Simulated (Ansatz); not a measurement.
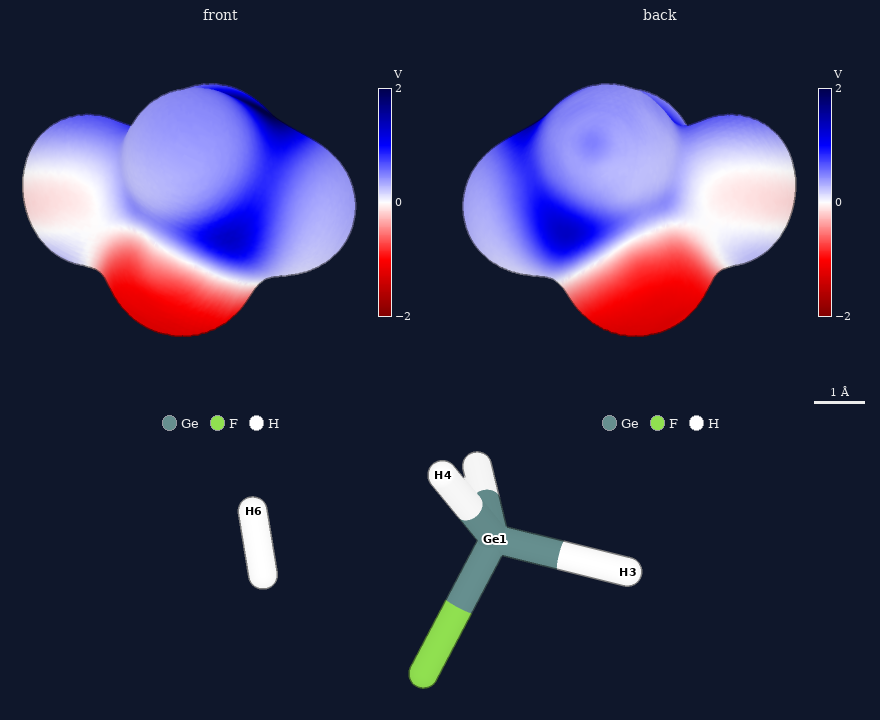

Figure. FGeH3···H2. The molecular electrostatic potential painted on the density surface at 0.002 e/bohr³, seen from the front and from behind; the colour scale runs from red (negative) to blue (positive). The bare structure is drawn below in the same view.

Not at a stationary point (largest force 1.8 eV/Å).

The calculation used Ansatz, RKS B3LYP-D4/def2-SVP.

```yaml
atoms:
  - { symbol: Ge, position_ang: [0.2075, 0.0000, -0.0717] }
  - { symbol: F, position_ang: [0.2476, 0.0000, 1.6462] }
  - { symbol: H, position_ang: [1.6964, 0.0000, -0.4938] }
  - { symbol: H, position_ang: [-0.5089, 1.2795, -0.5416] }
  - { symbol: H, position_ang: [-0.5089, -1.2795, -0.5416] }
  - { symbol: H, position_ang: [-2.3260, 0.0000, 1.0178] }
  - { symbol: H, position_ang: [-1.8776, 0.0000, 1.5781] }
```

Question: Which sites attract a positive test charge, and which a negative one?

Answer: A positive charge is drawn to the negative regions and a negative charge to the positive ones. The most negative region (about −1.2 V) lies over F2, the most positive (about +1.9 V) over Ge1.
